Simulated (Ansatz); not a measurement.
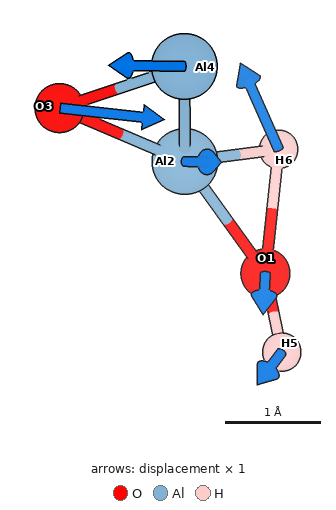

This is a relaxation of Al$_{2}$H$_{2}$O$_{2}$. The starting structure is drawn; blue arrows show the displacements, at their true length. The two geometries are superimposed by the best rigid fit.

A ball-and-stick model, seen from a free direction.

The run prepares an end point of a later path (hydrogen shift) calculation, from a guessed geometry.

Theory: RKS PBE-D4/def2-SVP (Ansatz). (no spin polarisation; force threshold 0.02 eV/Å; at most 50 steps)

Question: Describe the change and its energy.

Answer: Over 11 geometry steps the energy falls by 105.0 kcal/mol. Largest force component: 2.7 eV/Å at the start, 0.01 eV/Å at the end. The atom that moves furthest after the best rigid fit is O3 (1.12 Å). Largest moves by element: O 1.12 Å, H 1.10 Å, Al 0.90 Å. Near-neighbour distances that change, for instance: O1–H6 1.317 → 2.794 Å, Al2–Al4 2.441 → 3.449 Å, O1–Al2 1.807 → 1.714 Å, Al2–O3 1.814 → 1.723 Å. Bonds break, among them: Al2–Al4 (2.44 → 3.45 Å). Among the angles between lasting bonds that change: Al2–O3–Al4 85.6° → 175.6°, O1–Al2–H6 45.5° → 115.9°, O1–Al2–O3 155.2° → 122.0°. Groups turn about O1–Al2 by about 45°. Cost: 41 s on 1 thread of Intel(R) Xeon(R) Processor @ 2.50GHz (Skylake/Cascade Lake), on a shared host, peak memory 0.13 GiB.
